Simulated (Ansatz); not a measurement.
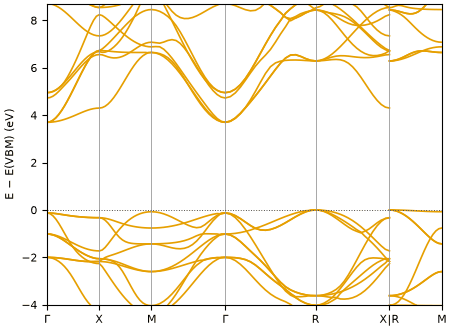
Fig. 1. Band structure from LDA in the plane-wave PAW code Ansatz

Problem. Read off the gap and where the band edges lie.

Solution. About 3.7 eV (3.70 eV by a search for the band edges); maximum at R, minimum at Γ.

The material is SrHfO3 (cubic perovskite, Pm-3m).

The first step of the workflow began from a Materials Project structure, measured or hypothetical; the Crystallography Open Database files this formula in space group No. 221, but the cells were not matched. Whether it is the stable phase at ambient conditions was not checked. The LDA relaxation kept the symmetry of its start. At this level the phase is dynamically unstable (imaginary phonons). No spin polarisation was allowed. Scalar-relativistic: spin–orbit coupling is off unless named, which matters more the heavier the elements.

Potentials: the later of the program's two PAW sets.
